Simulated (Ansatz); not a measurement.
## Molecular dynamics, with input and output: BH2Cl2F (part 1 of 3)

BH2Cl2F, computed with RKS BHLYP/6-31G* (Ansatz 0.2.0).

It belongs to a series of runs on one base structure; here: dynamics from the highest image of the converged band.

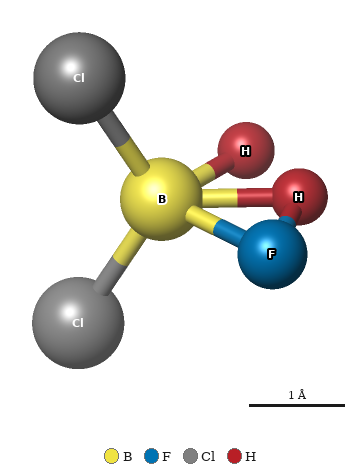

*The input geometry (ball-and-stick view, seen at a tilt).*

### Input
```yaml
crystal:
  periodic: [false, false, false]
  atoms:
    - { symbol: B, position_ang: [0.023001, -0.327123, -0.01255] }
    - { symbol: F, position_ang: [-0.011579, 0.201493, 1.471586] }
    - { symbol: Cl, position_ang: [1.569249, 0.056596, -0.775031] }
    - { symbol: Cl, position_ang: [-1.500196, 0.02384, -0.834871] }
    - { symbol: H, position_ang: [0.027094, -1.544159, 0.442693] }
    - { symbol: H, position_ang: [0.00383, -0.936548, 1.302373] }
basis:
  gaussian: { orbitals: "6-31G*" }
hamiltonian:
  xc: { name: BHLYP }
md:
  timestep: 0.5
  n_steps: 200
  ensemble: nve
  temperature: 100.0
  initial_velocities: maxwell_boltzmann
  seed: 9682
```

Run on 1 thread of Arm Neoverse V2, 24 GiB of memory available, shared host.

Launch command:
```bash
ansatz run input.yaml --threads 1 --pin off --max-ram 2048MiB --backend cpu --events-out ev --progress --plain --runs-dir out
```

### The program's output
```
Engine: ansatz 0.2.0, aarch64-unknown-linux-gnu
Functional definition: BHLYP
  parameter a = 0.5
  exchange = (1 - a)*b88_x + a*exact_x
  correlation = lyp_c
748 factors; integrals over basis functions are off by at most 5.5e-4 eV
mean field evaluation 1: about -28468.1008 eV, gradient 2.4e1 eV
mean field evaluation 2: about -28468.1802 eV, gradient 2.6e1 eV
mean field evaluation 4: about -28469.2518 eV, gradient 9.5e-1 eV
mean field evaluation 8: about -28469.2911 eV, gradient 8.1e-3 eV
mean field -28469.29107165 eV, -1046.2271497045 hartree, gradient 7.4e-5 eV, S^2 0.000000; 0 other end points of the search recorded, 0 dependent functions left out
the calculation of the forces begins
reference -28469.29119724 eV, -1046.2271543200 hartree; 25, 25 occupied and 47, 47 virtual orbitals, 748 factors
md step     0: t =     0.00 fs  T =   100.0 K  F+E_penalty+E_count = -28469.29107165 eV  E_kin = 0.051704 eV  conserved = -28469.23936765 eV  (23 SCF iters)
these checks for a lower state are left out or cut short: starts, cluster_reference, orbital_swaps, neighbouring_geometries, increment
748 factors; integrals over basis functions are off by at most 5.4e-4 eV
mean field evaluation 16: about -28469.2903 eV, gradient 3.3e-1 eV
mean field -28469.29084161 eV, -1046.2271412507 hartree, gradient 8.9e-6 eV, S^2 0.000000; 0 other end points of the search recorded, 0 dependent functions left out
the calculation of the forces begins
reference -28469.29096718 eV, -1046.2271458652 hartree; 25, 25 occupied and 47, 47 virtual orbitals, 748 factors
md step     1: t =     0.50 fs  T =    99.6 K  F+E_penalty+E_count = -28469.29084161 eV  E_kin = 0.051478 eV  conserved = -28469.23936400 eV  (25 SCF iters)
[... from here on the SCF iterations and repeated set-up lines of each step are left out, up to the last step ...]
md step     2: t =     1.00 fs  T =    98.4 K  F+E_penalty+E_count = -28469.29022048 eV  E_kin = 0.050869 eV  conserved = -28469.23935108 eV  (24 SCF iters)
md step     3: t =     1.50 fs  T =    96.9 K  F+E_penalty+E_count = -28469.28941857 eV  E_kin = 0.050088 eV  conserved = -28469.23933046 eV  (24 SCF iters)
md step     4: t =     2.00 fs  T =    95.7 K  F+E_penalty+E_count = -28469.28876807 eV  E_kin = 0.049463 eV  conserved = -28469.23930486 eV  (25 SCF iters)
md step     5: t =     2.50 fs  T =    95.5 K  F+E_penalty+E_count = -28469.28868058 eV  E_kin = 0.049403 eV  conserved = -28469.23927762 eV  (24 SCF iters)
md step     6: t =     3.00 fs  T =    97.4 K  F+E_penalty+E_count = -28469.28959481 eV  E_kin = 0.050343 eV  conserved = -28469.23925176 eV  (24 SCF iters)
md step     7: t =     3.50 fs  T =   101.9 K  F+E_penalty+E_count = -28469.29192681 eV  E_kin = 0.052696 eV  conserved = -28469.23923043 eV  (25 SCF iters)
md step     8: t =     4.00 fs  T =   109.9 K  F+E_penalty+E_count = -28469.29602913 eV  E_kin = 0.056814 eV  conserved = -28469.23921475 eV  (24 SCF iters)
md step     9: t =     4.50 fs  T =   121.8 K  F+E_penalty+E_count = -28469.30217191 eV  E_kin = 0.062967 eV  conserved = -28469.23920488 eV  (25 SCF iters)
md step    10: t =     5.00 fs  T =   138.0 K  F+E_penalty+E_count = -28469.31054324 eV  E_kin = 0.071343 eV  conserved = -28469.23920017 eV  (31 SCF iters)
md step    11: t =     5.50 fs  T =   158.7 K  F+E_penalty+E_count = -28469.32126428 eV  E_kin = 0.082064 eV  conserved = -28469.23920000 eV  (31 SCF iters)
md step    12: t =     6.00 fs  T =   184.1 K  F+E_penalty+E_count = -28469.33440664 eV  E_kin = 0.095202 eV  conserved = -28469.23920460 eV  (31 SCF iters)
md step    13: t =     6.50 fs  T =   214.3 K  F+E_penalty+E_count = -28469.34999952 eV  E_kin = 0.110784 eV  conserved = -28469.23921549 eV  (30 SCF iters)
md step    14: t =     7.00 fs  T =   249.1 K  F+E_penalty+E_count = -28469.36802056 eV  E_kin = 0.128786 eV  conserved = -28469.23923459 eV  (31 SCF iters)
md step    15: t =     7.50 fs  T =   288.4 K  F+E_penalty+E_count = -28469.38838149 eV  E_kin = 0.149120 eV  conserved = -28469.23926186 eV  (30 SCF iters)
md step    16: t =     8.00 fs  T =   332.0 K  F+E_penalty+E_count = -28469.41094021 eV  E_kin = 0.171649 eV  conserved = -28469.23929170 eV  (31 SCF iters)
md step    17: t =     8.50 fs  T =   379.6 K  F+E_penalty+E_count = -28469.43558483 eV  E_kin = 0.196274 eV  conserved = -28469.23931100 eV  (24 SCF iters)
md step    18: t =     9.00 fs  T =   431.5 K  F+E_penalty+E_count = -28469.46240971 eV  E_kin = 0.223107 eV  conserved = -28469.23930289 eV  (31 SCF iters)
md step    19: t =     9.50 fs  T =   488.7 K  F+E_penalty+E_count = -28469.49191756 eV  E_kin = 0.252658 eV  conserved = -28469.23925985 eV  (30 SCF iters)
md step    20: t =    10.00 fs  T =   552.9 K  F+E_penalty+E_count = -28469.52505365 eV  E_kin = 0.285851 eV  conserved = -28469.23920288 eV  (31 SCF iters)
md step    21: t =    10.50 fs  T =   626.0 K  F+E_penalty+E_count = -28469.56282949 eV  E_kin = 0.323643 eV  conserved = -28469.23918616 eV  (30 SCF iters)
md step    22: t =    11.00 fs  T =   708.3 K  F+E_penalty+E_count = -28469.60551037 eV  E_kin = 0.366241 eV  conserved = -28469.23926978 eV  (31 SCF iters)
md step    23: t =    11.50 fs  T =   797.5 K  F+E_penalty+E_count = -28469.65179314 eV  E_kin = 0.412325 eV  conserved = -28469.23946841 eV  (31 SCF iters)
md step    24: t =    12.00 fs  T =   887.7 K  F+E_penalty+E_count = -28469.69868708 eV  E_kin = 0.458963 eV  conserved = -28469.23972457 eV  (30 SCF iters)
md step    25: t =    12.50 fs  T =   971.9 K  F+E_penalty+E_count = -28469.74245216 eV  E_kin = 0.502516 eV  conserved = -28469.23993634 eV  (30 SCF iters)
md step    26: t =    13.00 fs  T =  1044.7 K  F+E_penalty+E_count = -28469.78015534 eV  E_kin = 0.540135 eV  conserved = -28469.24001988 eV  (30 SCF iters)
md step    27: t =    13.50 fs  T =  1104.3 K  F+E_penalty+E_count = -28469.81092191 eV  E_kin = 0.570967 eV  conserved = -28469.23995457 eV  (31 SCF iters)
md step    28: t =    14.00 fs  T =  1153.5 K  F+E_penalty+E_count = -28469.83621398 eV  E_kin = 0.596429 eV  conserved = -28469.23978473 eV  (31 SCF iters)
md step    29: t =    14.50 fs  T =  1198.2 K  F+E_penalty+E_count = -28469.85910702 eV  E_kin = 0.619518 eV  conserved = -28469.23958933 eV  (31 SCF iters)
md step    30: t =    15.00 fs  T =  1244.7 K  F+E_penalty+E_count = -28469.88301825 eV  E_kin = 0.643573 eV  conserved = -28469.23944568 eV  (30 SCF iters)
md step    31: t =    15.50 fs  T =  1297.8 K  F+E_penalty+E_count = -28469.91044463 eV  E_kin = 0.671039 eV  conserved = -28469.23940519 eV  (30 SCF iters)
md step    32: t =    16.00 fs  T =  1358.9 K  F+E_penalty+E_count = -28469.94210805 eV  E_kin = 0.702627 eV  conserved = -28469.23948119 eV  (31 SCF iters)
md step    33: t =    16.50 fs  T =  1425.6 K  F+E_penalty+E_count = -28469.97671792 eV  E_kin = 0.737073 eV  conserved = -28469.23964472 eV  (27 SCF iters)
md step    34: t =    17.00 fs  T =  1492.3 K  F+E_penalty+E_count = -28470.01141814 eV  E_kin = 0.771588 eV  conserved = -28469.23983026 eV  (30 SCF iters)
md step    35: t =    17.50 fs  T =  1552.8 K  F+E_penalty+E_count = -28470.04282697 eV  E_kin = 0.802873 eV  conserved = -28469.23995412 eV  (31 SCF iters)
md step    36: t =    18.00 fs  T =  1602.2 K  F+E_penalty+E_count = -28470.06836795 eV  E_kin = 0.828418 eV  conserved = -28469.23994955 eV  (30 SCF iters)
md step    37: t =    18.50 fs  T =  1639.2 K  F+E_penalty+E_count = -28470.08734372 eV  E_kin = 0.847533 eV  conserved = -28469.23981054 eV  (30 SCF iters)
md step    38: t =    19.00 fs  T =  1666.2 K  F+E_penalty+E_count = -28470.10110648 eV  E_kin = 0.861495 eV  conserved = -28469.23961170 eV  (31 SCF iters)
md step    39: t =    19.50 fs  T =  1687.7 K  F+E_penalty+E_count = -28470.11205392 eV  E_kin = 0.872585 eV  conserved = -28469.23946908 eV  (30 SCF iters)
md step    40: t =    20.00 fs  T =  1706.9 K  F+E_penalty+E_count = -28470.12201794 eV  E_kin = 0.882561 eV  conserved = -28469.23945709 eV  (30 SCF iters)
md step    41: t =    20.50 fs  T =  1724.6 K  F+E_penalty+E_count = -28470.13121820 eV  E_kin = 0.891666 eV  conserved = -28469.23955230 eV  (29 SCF iters)
md step    42: t =    21.00 fs  T =  1738.6 K  F+E_penalty+E_count = -28470.13856443 eV  E_kin = 0.898904 eV  conserved = -28469.23966021 eV  (30 SCF iters)
md step    43: t =    21.50 fs  T =  1747.0 K  F+E_penalty+E_count = -28470.14294581 eV  E_kin = 0.903251 eV  conserved = -28469.23969503 eV  (30 SCF iters)
md step    44: t =    22.00 fs  T =  1749.9 K  F+E_penalty+E_count = -28470.14440185 eV  E_kin = 0.904767 eV  conserved = -28469.23963500 eV  (31 SCF iters)
md step    45: t =    22.50 fs  T =  1750.1 K  F+E_penalty+E_count = -28470.14437516 eV  E_kin = 0.904855 eV  conserved = -28469.23952022 eV  (30 SCF iters)
md step    46: t =    23.00 fs  T =  1751.6 K  F+E_penalty+E_count = -28470.14505538 eV  E_kin = 0.905639 eV  conserved = -28469.23941611 eV  (31 SCF iters)
md step    47: t =    23.50 fs  T =  1758.0 K  F+E_penalty+E_count = -28470.14833791 eV  E_kin = 0.908960 eV  conserved = -28469.23937757 eV  (31 SCF iters)
md step    48: t =    24.00 fs  T =  1770.7 K  F+E_penalty+E_count = -28470.15493842 eV  E_kin = 0.915508 eV  conserved = -28469.23943046 eV  (30 SCF iters)
md step    49: t =    24.50 fs  T =  1787.9 K  F+E_penalty+E_count = -28470.16398008 eV  E_kin = 0.924416 eV  conserved = -28469.23956437 eV  (29 SCF iters)
md step    50: t =    25.00 fs  T =  1805.4 K  F+E_penalty+E_count = -28470.17317413 eV  E_kin = 0.933441 eV  conserved = -28469.23973284 eV  (29 SCF iters)
md step    51: t =    25.50 fs  T =  1817.5 K  F+E_penalty+E_count = -28470.17958309 eV  E_kin = 0.939721 eV  conserved = -28469.23986207 eV  (27 SCF iters)
md step    52: t =    26.00 fs  T =  1819.9 K  F+E_penalty+E_count = -28470.18081135 eV  E_kin = 0.940936 eV  conserved = -28469.23987537 eV  (30 SCF iters)
md step    53: t =    26.50 fs  T =  1811.2 K  F+E_penalty+E_count = -28470.17622021 eV  E_kin = 0.936484 eV  conserved = -28469.23973635 eV  (30 SCF iters)
md step    54: t =    27.00 fs  T =  1794.8 K  F+E_penalty+E_count = -28470.16749489 eV  E_kin = 0.928001 eV  conserved = -28469.23949435 eV  (30 SCF iters)
md step    55: t =    27.50 fs  T =  1776.7 K  F+E_penalty+E_count = -28470.15792267 eV  E_kin = 0.918641 eV  conserved = -28469.23928138 eV  (29 SCF iters)
md step    56: t =    28.00 fs  T =  1762.4 K  F+E_penalty+E_count = -28470.15046352 eV  E_kin = 0.911230 eV  conserved = -28469.23923320 eV  (30 SCF iters)
md step    57: t =    28.50 fs  T =  1753.1 K  F+E_penalty+E_count = -28470.14578988 eV  E_kin = 0.906409 eV  conserved = -28469.23938125 eV  (30 SCF iters)
md step    58: t =    29.00 fs  T =  1744.9 K  F+E_penalty+E_count = -28470.14183016 eV  E_kin = 0.902207 eV  conserved = -28469.23962312 eV  (30 SCF iters)
md step    59: t =    29.50 fs  T =  1731.8 K  F+E_penalty+E_count = -28470.13523183 eV  E_kin = 0.895426 eV  conserved = -28469.23980622 eV  (30 SCF iters)
md step    60: t =    30.00 fs  T =  1709.2 K  F+E_penalty+E_count = -28470.12357671 eV  E_kin = 0.883741 eV  conserved = -28469.23983534 eV  (29 SCF iters)
md step    61: t =    30.50 fs  T =  1677.0 K  F+E_penalty+E_count = -28470.10678108 eV  E_kin = 0.867066 eV  conserved = -28469.23971519 eV  (30 SCF iters)
md step    62: t =    31.00 fs  T =  1639.1 K  F+E_penalty+E_count = -28470.08701955 eV  E_kin = 0.847499 eV  conserved = -28469.23952040 eV  (29 SCF iters)
md step    63: t =    31.50 fs  T =  1601.9 K  F+E_penalty+E_count = -28470.06757349 eV  E_kin = 0.828232 eV  conserved = -28469.23934195 eV  (30 SCF iters)
md step    64: t =    32.00 fs  T =  1570.8 K  F+E_penalty+E_count = -28470.05139418 eV  E_kin = 0.812145 eV  conserved = -28469.23924894 eV  (30 SCF iters)
md step    65: t =    32.50 fs  T =  1548.7 K  F+E_penalty+E_count = -28470.03999565 eV  E_kin = 0.800726 eV  conserved = -28469.23927007 eV  (30 SCF iters)
md step    66: t =    33.00 fs  T =  1534.9 K  F+E_penalty+E_count = -28470.03299482 eV  E_kin = 0.793607 eV  conserved = -28469.23938782 eV  (30 SCF iters)
md step    67: t =    33.50 fs  T =  1525.7 K  F+E_penalty+E_count = -28470.02840631 eV  E_kin = 0.788865 eV  conserved = -28469.23954082 eV  (30 SCF iters)
md step    68: t =    34.00 fs  T =  1516.3 K  F+E_penalty+E_count = -28470.02363688 eV  E_kin = 0.783996 eV  conserved = -28469.23964108 eV  (30 SCF iters)
md step    69: t =    34.50 fs  T =  1503.3 K  F+E_penalty+E_count = -28470.01687492 eV  E_kin = 0.777259 eV  conserved = -28469.23961560 eV  (30 SCF iters)
md step    70: t =    35.00 fs  T =  1486.8 K  F+E_penalty+E_count = -28470.00821471 eV  E_kin = 0.768752 eV  conserved = -28469.23946261 eV  (26 SCF iters)
md step    71: t =    35.50 fs  T =  1470.7 K  F+E_penalty+E_count = -28469.99968505 eV  E_kin = 0.760408 eV  conserved = -28469.23927748 eV  (30 SCF iters)
md step    72: t =    36.00 fs  T =  1459.6 K  F+E_penalty+E_count = -28469.99384922 eV  E_kin = 0.754651 eV  conserved = -28469.23919779 eV  (30 SCF iters)
md step    73: t =    36.50 fs  T =  1455.5 K  F+E_penalty+E_count = -28469.99181900 eV  E_kin = 0.752530 eV  conserved = -28469.23928892 eV  (29 SCF iters)
md step    74: t =    37.00 fs  T =  1456.1 K  F+E_penalty+E_count = -28469.99232351 eV  E_kin = 0.752843 eV  conserved = -28469.23948055 eV  (30 SCF iters)
md step    75: t =    37.50 fs  T =  1456.5 K  F+E_penalty+E_count = -28469.99272186 eV  E_kin = 0.753094 eV  conserved = -28469.23962773 eV  (30 SCF iters)
md step    76: t =    38.00 fs  T =  1453.4 K  F+E_penalty+E_count = -28469.99110116 eV  E_kin = 0.751472 eV  conserved = -28469.23962913 eV  (29 SCF iters)
md step    77: t =    38.50 fs  T =  1447.2 K  F+E_penalty+E_count = -28469.98776120 eV  E_kin = 0.748273 eV  conserved = -28469.23948867 eV  (30 SCF iters)
md step    78: t =    39.00 fs  T =  1442.6 K  F+E_penalty+E_count = -28469.98515167 eV  E_kin = 0.745862 eV  conserved = -28469.23929013 eV  (30 SCF iters)
md step    79: t =    39.50 fs  T =  1445.6 K  F+E_penalty+E_count = -28469.98658458 eV  E_kin = 0.747449 eV  conserved = -28469.23913529 eV  (30 SCF iters)
md step    80: t =    40.00 fs  T =  1461.3 K  F+E_penalty+E_count = -28469.99463479 eV  E_kin = 0.755539 eV  conserved = -28469.23909569 eV  (30 SCF iters)
md step    81: t =    40.50 fs  T =  1490.8 K  F+E_penalty+E_count = -28470.00999052 eV  E_kin = 0.770799 eV  conserved = -28469.23919173 eV  (30 SCF iters)
md step    82: t =    41.00 fs  T =  1531.3 K  F+E_penalty+E_count = -28470.03111247 eV  E_kin = 0.791721 eV  conserved = -28469.23939117 eV  (31 SCF iters)
md step    83: t =    41.50 fs  T =  1576.5 K  F+E_penalty+E_count = -28470.05474764 eV  E_kin = 0.815130 eV  conserved = -28469.23961760 eV  (31 SCF iters)
md step    84: t =    42.00 fs  T =  1619.6 K  F+E_penalty+E_count = -28470.07715311 eV  E_kin = 0.837382 eV  conserved = -28469.23977116 eV  (31 SCF iters)
md step    85: t =    42.50 fs  T =  1655.4 K  F+E_penalty+E_count = -28470.09567741 eV  E_kin = 0.855909 eV  conserved = -28469.23976869 eV  (31 SCF iters)
md step    86: t =    43.00 fs  T =  1683.5 K  F+E_penalty+E_count = -28470.11005071 eV  E_kin = 0.870451 eV  conserved = -28469.23959969 eV  (31 SCF iters)
md step    87: t =    43.50 fs  T =  1708.2 K  F+E_penalty+E_count = -28470.12254377 eV  E_kin = 0.883184 eV  conserved = -28469.23935967 eV  (31 SCF iters)
md step    88: t =    44.00 fs  T =  1735.5 K  F+E_penalty+E_count = -28470.13654761 eV  E_kin = 0.897340 eV  conserved = -28469.23920752 eV  (25 SCF iters)
md step    89: t =    44.50 fs  T =  1769.7 K  F+E_penalty+E_count = -28470.15425659 eV  E_kin = 0.915008 eV  conserved = -28469.23924848 eV  (31 SCF iters)
md step    90: t =    45.00 fs  T =  1809.7 K  F+E_penalty+E_count = -28470.17514280 eV  E_kin = 0.935695 eV  conserved = -28469.23944762 eV  (31 SCF iters)
md step    91: t =    45.50 fs  T =  1850.5 K  F+E_penalty+E_count = -28470.19644800 eV  E_kin = 0.956782 eV  conserved = -28469.23966591 eV  (31 SCF iters)
md step    92: t =    46.00 fs  T =  1886.5 K  F+E_penalty+E_count = -28470.21518452 eV  E_kin = 0.975407 eV  conserved = -28469.23977785 eV  (31 SCF iters)
md step    93: t =    46.50 fs  T =  1915.2 K  F+E_penalty+E_count = -28470.22997145 eV  E_kin = 0.990221 eV  conserved = -28469.23975082 eV  (31 SCF iters)
md step    94: t =    47.00 fs  T =  1937.7 K  F+E_penalty+E_count = -28470.24152278 eV  E_kin = 1.001886 eV  conserved = -28469.23963674 eV  (31 SCF iters)
md step    95: t =    47.50 fs  T =  1957.9 K  F+E_penalty+E_count = -28470.25184901 eV  E_kin = 1.012330 eV  conserved = -28469.23951865 eV  (31 SCF iters)
md step    96: t =    48.00 fs  T =  1979.5 K  F+E_penalty+E_count = -28470.26294991 eV  E_kin = 1.023486 eV  conserved = -28469.23946405 eV  (31 SCF iters)
md step    97: t =    48.50 fs  T =  2004.1 K  F+E_penalty+E_count = -28470.27572674 eV  E_kin = 1.036224 eV  conserved = -28469.23950278 eV  (31 SCF iters)
md step    98: t =    49.00 fs  T =  2030.5 K  F+E_penalty+E_count = -28470.28948941 eV  E_kin = 1.049867 eV  conserved = -28469.23962258 eV  (31 SCF iters)
md step    99: t =    49.50 fs  T =  2054.7 K  F+E_penalty+E_count = -28470.30215253 eV  E_kin = 1.062380 eV  conserved = -28469.23977240 eV  (31 SCF iters)
md step   100: t =    50.00 fs  T =  2071.8 K  F+E_penalty+E_count = -28470.31106174 eV  E_kin = 1.071186 eV  conserved = -28469.23987597 eV  (31 SCF iters)
md step   101: t =    50.50 fs  T =  2077.9 K  F+E_penalty+E_count = -28470.31422180 eV  E_kin = 1.074361 eV  conserved = -28469.23986101 eV  (31 SCF iters)
md step   102: t =    51.00 fs  T =  2072.8 K  F+E_penalty+E_count = -28470.31143184 eV  E_kin = 1.071723 eV  conserved = -28469.23970919 eV  (31 SCF iters)
md step   103: t =    51.50 fs  T =  2060.0 K  F+E_penalty+E_count = -28470.30457933 eV  E_kin = 1.065085 eV  conserved = -28469.23949443 eV  (31 SCF iters)
md step   104: t =    52.00 fs  T =  2044.7 K  F+E_penalty+E_count = -28470.29656250 eV  E_kin = 1.057205 eV  conserved = -28469.23935740 eV  (31 SCF iters)
md step   105: t =    52.50 fs  T =  2030.5 K  F+E_penalty+E_count = -28470.28926568 eV  E_kin = 1.049863 eV  conserved = -28469.23940274 eV  (25 SCF iters)
md step   106: t =    53.00 fs  T =  2016.2 K  F+E_penalty+E_count = -28470.28207274 eV  E_kin = 1.042468 eV  conserved = -28469.23960469 eV  (30 SCF iters)
md step   107: t =    53.50 fs  T =  1996.8 K  F+E_penalty+E_count = -28470.27224835 eV  E_kin = 1.032425 eV  conserved = -28469.23982319 eV  (30 SCF iters)
md step   108: t =    54.00 fs  T =  1967.0 K  F+E_penalty+E_count = -28470.25695180 eV  E_kin = 1.017036 eV  conserved = -28469.23991623 eV  (31 SCF iters)
```
